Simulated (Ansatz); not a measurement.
Input

```
crystal:
  lattice:
    - [6.4129871, 0.0, 0.0]
    - [-3.2064936, 5.5538098, 0.0]
    - [0.0, 0.0, 6.8519881]
  atoms:
    - { symbol: Hf, position: [0.0, 0.0, 0.0] }
    - { symbol: Sn, position: [0.3333333, 0.6666667, 0.0] }
    - { symbol: Sn, position: [0.6666667, 0.3333333, 0.0] }
    - { symbol: S, position: [0.332559, 0.0, 0.214106] }
    - { symbol: S, position: [0.0, 0.332559, 0.214106] }
    - { symbol: S, position: [0.667441, 0.667441, 0.214106] }
    - { symbol: S, position: [0.667441, 0.0, 0.785894] }
    - { symbol: S, position: [0.332559, 0.332559, 0.785894] }
    - { symbol: S, position: [0.0, 0.667441, 0.785894] }
basis:
  ecutwfc: 420
kpoints:
  mp_grid: { grid: [6, 6, 4] }
hamiltonian:
  xc: pbe
scf:
  occupations: { method: gaussian, width: 0.02 }
output:
  forces: true
  stress: true
  eigenvalues: true
  write_density: true
  write_potential: true
  elf: true
  volumetric_format: npy
relax:
  adjacent_minimum: "off"
  f_tol: 0.01
  max_steps: 80
  cell: { stress_tol: 0.05 }
```

Command:

```sh
ansatz run input.yaml --threads 4 --pin off --max-ram 8192MiB --backend cpu --events-out ev --progress --plain --runs-dir out
```

Below, planes, directions and counts refer to the conventional cell (a = 6.41 Å, b = 6.41 Å, c = 6.85 Å, α = 90.00°, β = 90.00°, γ = 120.00°).

Space group P-31m; a structure generated by program, which may or may not match a known phase.

Method: DFT PBE, scalar-relativistic, plane waves, PAW (Ansatz 0.2.0).

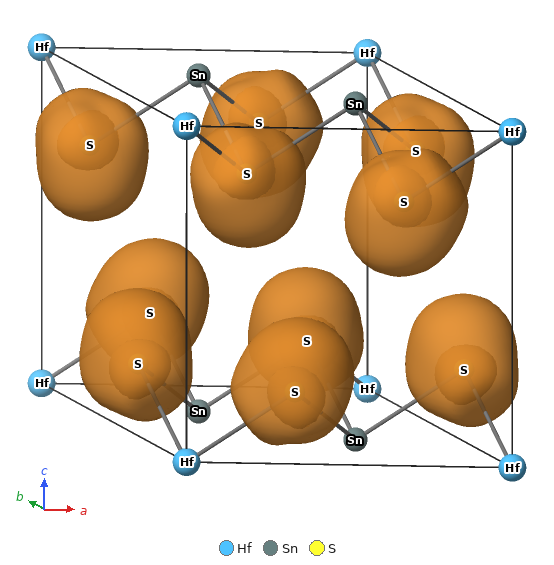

HfSn₂S₆. Isosurface of the electron localisation function at 0.75 (orange), seen at an oblique angle. Only the valence region is drawn (cores and ρ < 0.01 e/Å³ removed). Sticks mark near contacts.

**Identify the bonds, lone pairs and shells in this picture.**

The surface consists of six regions wrapped around S (the valence shell of each), counted in one cell of 9 atoms. Regions shared between cells count once. Profiles from the grid: Hf–S (2.59 Å): the ELF peaks at about 0.90 in the valence shell of S, 0.8 Å from its nucleus, and is about 0.45 at the midpoint. Sn–S (2.59 Å): the ELF peaks at about 0.85 in the valence shell of S, 0.8 Å from its nucleus, and is about 0.55 at the midpoint.
